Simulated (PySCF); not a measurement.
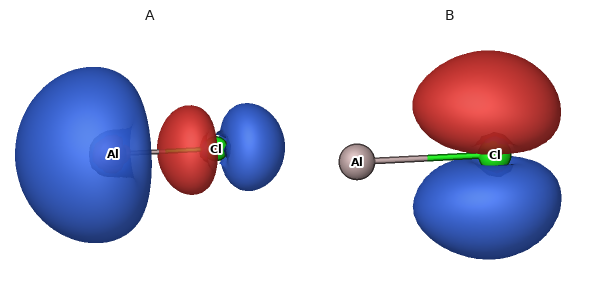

*AlCl. Two frontier orbitals, each drawn at the value that holds 80 % of its norm (blue and red are the two phases), in no order; of a degenerate pair one member is drawn.*

Method: PySCF 2.14.0, PBE0/aug-cc-pVDZ(-PP), non-relativistic Hamiltonian with scalar-relativistic core potentials where named, at a bond length of 2.177 Å.

> Name the orbitals and rank them from lowest to highest energy.

Orbital B: π, occupied, −9.17 eV; mainly on Cl (90 %).
Orbital A: σ, occupied, −7.12 eV; mainly on Al (80 %).
